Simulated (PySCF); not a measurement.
CH$_{3}$S, doublet, SMILES `[CH2]S`.

Method: PBE/6-31+G*; geometry: GFN2-xTB; program: PySCF. No frequency check shows the geometry to be a minimum. The basis has diffuse s and p functions alone, which still leaves polarisabilities too small, most of all across bonds. The stability of the open-shell solution wasn't checked. GFN2-xTB bond lengths at metals and heavier atoms can be off by up to 0.1 Å and shapes distorted, which carries into these values. GFN2-xTB doesn't know the spin state, so this open-shell geometry is rough.

Geometry (Å), atoms numbered from 1:

```
C1       1.1289    0.0206    0.0000
S2      -0.5768   -0.0882    0.0000
H3       1.6191    0.9679    0.0000
H4       1.6700   -0.9002    0.0000
H5      -0.8336    1.2203    0.0000
```

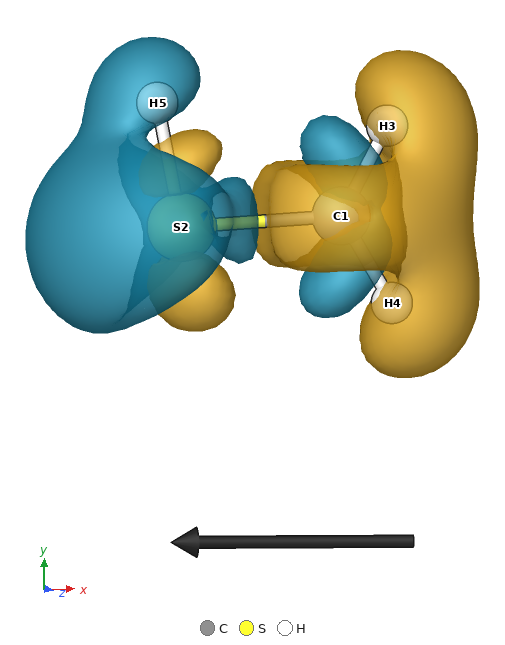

Change of the electron density in a uniform field of 0.26 V/Å along −x (arrow), surfaces at ±0.0015 e/Å³ (yellow: gain, teal: loss).

The field was applied in both directions; the picture shows the one opposite to the script's first.

How large is the response?

Answer. The induced dipole is 0.53 D (along the field); α along this axis, from the fields in both directions, is 41 bohr³ (6.1 Å³).
